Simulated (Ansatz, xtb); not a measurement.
# Ligand exchange: C3H8AlF + H2O → C3H9AlO + HF

Species: C3H8AlF `C[CH2][Al]([CH3])[F]`, singlet; H2O (water) `O`, singlet; C3H9AlO `C[CH2][Al]([CH3])[OH]`, singlet; HF (hydrogen fluoride), singlet. The partners trade F for OH: Al–F and H–OH bonds give way to Al–OH and H–F.

Shapes, held fixed at every level: PBE0-D4/def2-TZVP. Flexible molecules stand in one conformer, not always the lowest. Programs: Ansatz 0.2.0, xtb 6.7.1. Electronic energies: no zero-point or thermal term.

```tsv
level	kind	ΔE (kJ/mol)	less CCSD(T)/CBS estimate	CPU time (sum over the molecules)
GFN1-xTB	semi-empirical	+65.0	+11.4	0.11 s
HF/def2-SVP	Hartree–Fock	+63.1	+9.5	–
PBE-D4/def2-TZVPP	GGA	+52.7	-0.9	20 s
B3LYP-D4/def2-TZVPP	global hybrid	+54.7	+1.1	41 s
PBE0-D4/def2-TZVPP	global hybrid	+52.7	-0.9	26 s
r2SCAN0-D4/def2-TZVPP	global hybrid	+54.0	+0.4	40 s
wB97M-V/def2-TZVPP	range-separated hybrid	+54.3	+0.7	90 s
MP2/def2-SVP	perturbation theory	+56.8	+3.2	–
CCSD(T)/CBS estimate	coupled cluster or CI	+53.6	0.0	28 min
```

The highest level, CCSD(T)/CBS estimate, gives ΔE = +53.6 kJ/mol; the levels span +52.7 to +65.0. The column of differences is taken from that level and isn't an error. No measured value is set beside it here. The CBS estimate extrapolates MP2 from def2-TZVPP and def2-QZVPP and adds CCSD(T) − MP2 in the triple-zeta set, cores frozen. Times are processor times on shared x86 and Arm servers, and rough.

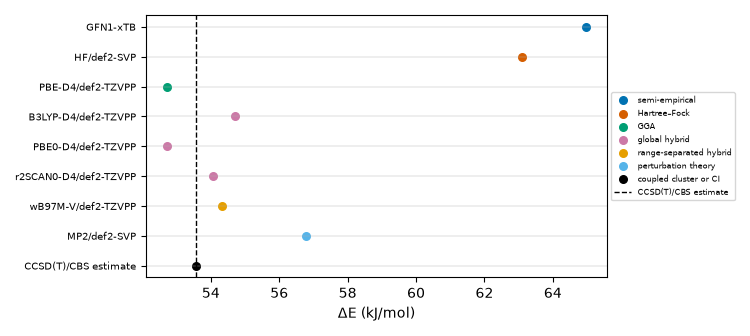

The values of the table, level by level.
